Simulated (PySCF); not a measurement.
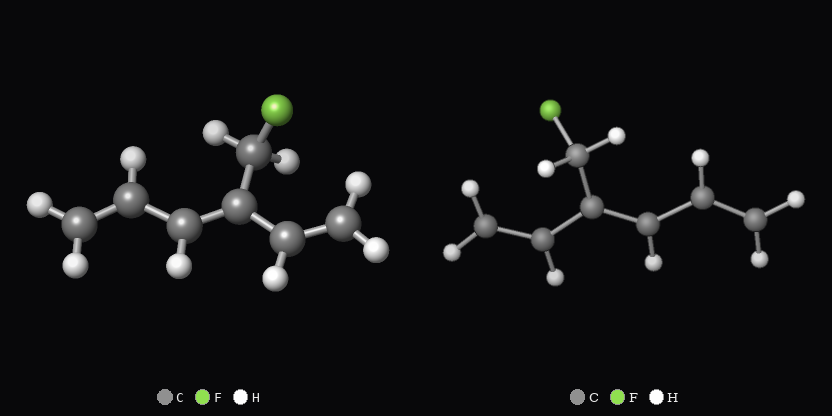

Two views of one molecule.

The geometry was computed by an optimisation with GFN2-xTB. No frequency run is at hand to confirm it as a minimum.

Description:

The molecule is C7H9F. SMILES: `C=C/C=C(/C=C)CF`. It has no ring. Among its groups: alkene, C–F bond. This geometry has C1 symmetry. Coordination: 6 C trigonal planar; 1 C tetrahedral.

More results for the same structure follow; atom numbers are the same in all pictures, views and colours differ.

## Shape

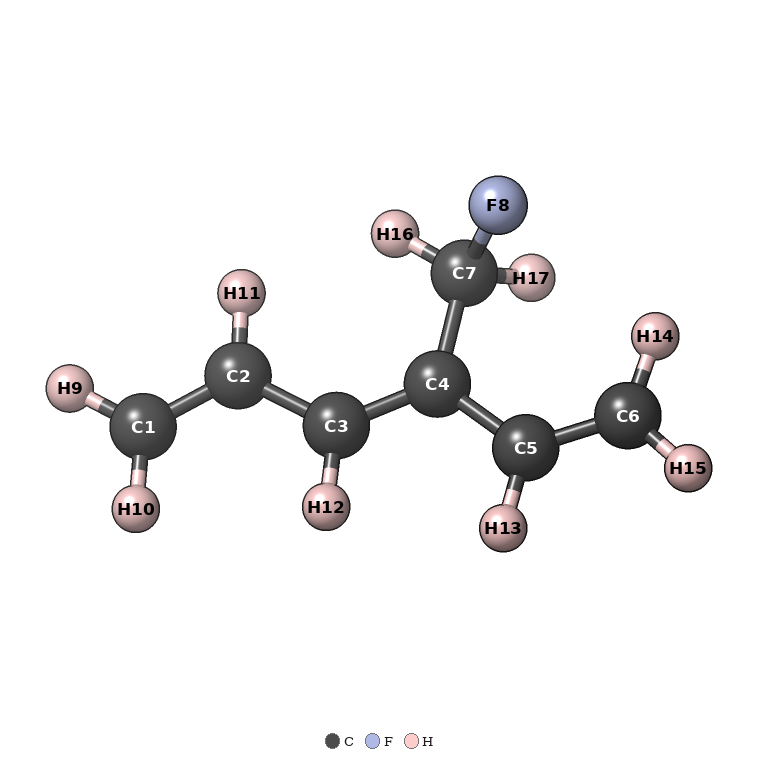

The atoms are numbered. No frequency run is at hand to confirm it as a minimum.

Estimate the angles C2–C1–H9, C2–C3–C4, C2–C3–H12, C3–C2–H11, C3–C4–C5, C3–C4–C7, C4–C3–H12, C4–C7–F8, C4–C7–H16, C4–C7–H17, F8–C7–H16, F8–C7–H17.

```json
{"angle": "C2–C1–H9", "degrees": "122.0"}
{"angle": "C2–C3–C4", "degrees": "128.4"}
{"angle": "C2–C3–H12", "degrees": "114.4"}
{"angle": "C3–C2–H11", "degrees": "118.4"}
{"angle": "C3–C4–C5", "degrees": "119.5"}
{"angle": "C3–C4–C7", "degrees": "123.2"}
{"angle": "C4–C3–H12", "degrees": "117.2"}
{"angle": "C4–C7–F8", "degrees": "111.3"}
{"angle": "C4–C7–H16", "degrees": "112.6"}
{"angle": "C4–C7–H17", "degrees": "110.5"}
{"angle": "F8–C7–H16", "degrees": "106.2"}
{"angle": "F8–C7–H17", "degrees": "106.5"}
```

## Charges

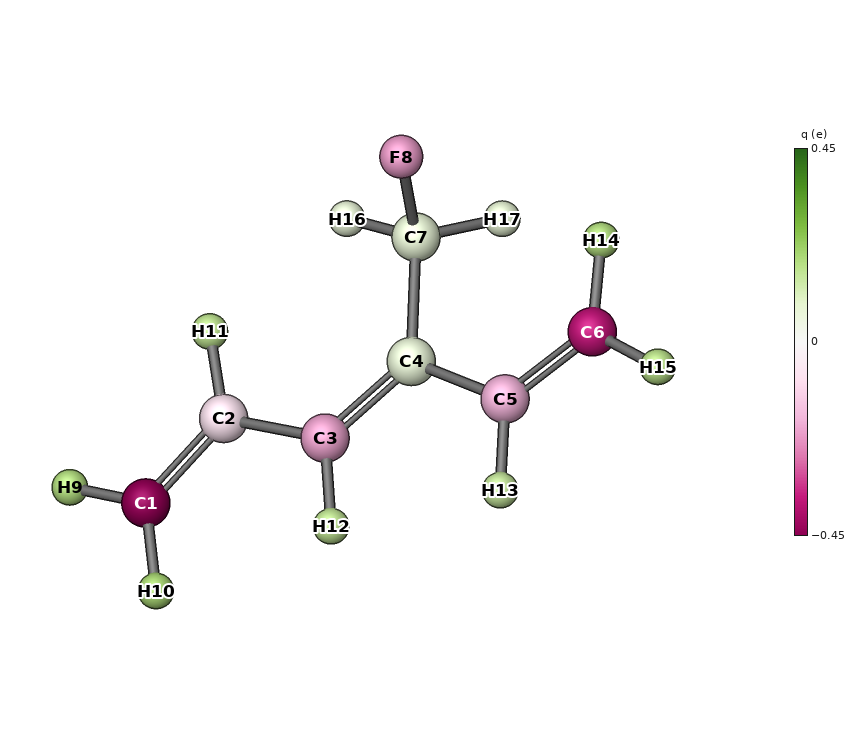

Atoms are coloured by their ESP-fitted charges. No frequency run is at hand to confirm it as a minimum. Method: PBE0/pcSseg-1, gas phase (PySCF 2.14.0).

Which atom carries the highest charge (most positive or least negative)?

H10 (0.20 e).

And the lowest?

C1 (−0.44 e).

List the ESP-fitted charges.

```tsv
atom	value (e)
C1	−0.44
C2	−0.07
C3	−0.21
C4	0.07
C5	−0.18
C6	−0.37
C7	0.07
F8	−0.22
H9	0.18
H10	0.20
H11	0.16
H12	0.16
H13	0.15
H14	0.18
H15	0.17
H16	0.07
H17	0.07
```

## Electronic properties

No frequency run is at hand to confirm it as a minimum. Method: PBE0/def2-SVPD, gas phase (PySCF 2.14.0). Excitations: vertical, linear response.

Give the dipole moment at this level.

1.87 D.

Estimate the HOMO energy (Kohn–Sham orbital).

−6.49 eV.

Give the mean static polarisability at this level.

102.2 bohr³.

Give the LUMO energy (Kohn–Sham orbital) at this level.

−1.68 eV.

## NMR shielding

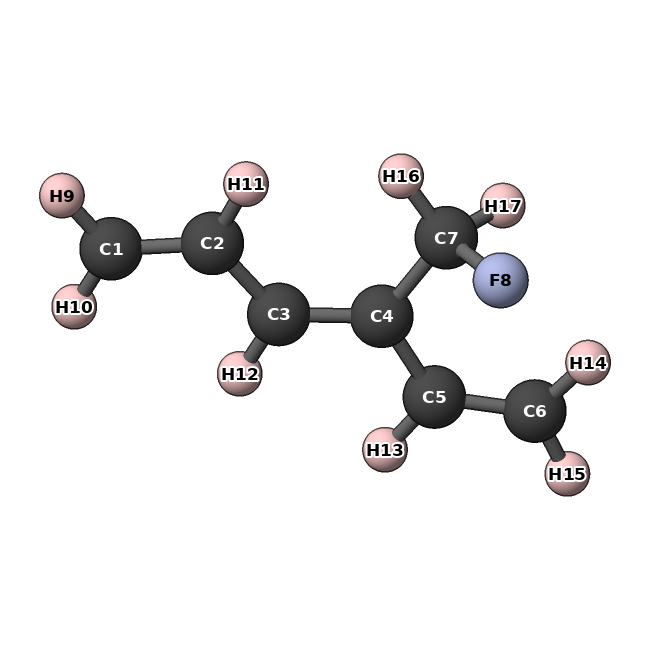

No frequency run is at hand to confirm it as a minimum. Method: GIAO PBE0/pcSseg-1 NMR shielding, non-relativistic, gas phase (PySCF 2.14.0). Principal shieldings σ11 ≤ σ22 ≤ σ33, span Ω = σ33 − σ11, skew κ = 3(σiso − σ22)/Ω.

Give the shielding tensors of the F atoms.

```tsv
atom	σ11	σ22	σ33	σiso	Ω	κ
F8	382.2	409.8	462.6	418.2	80.5	0.31
```

Shieldings and span in ppm.
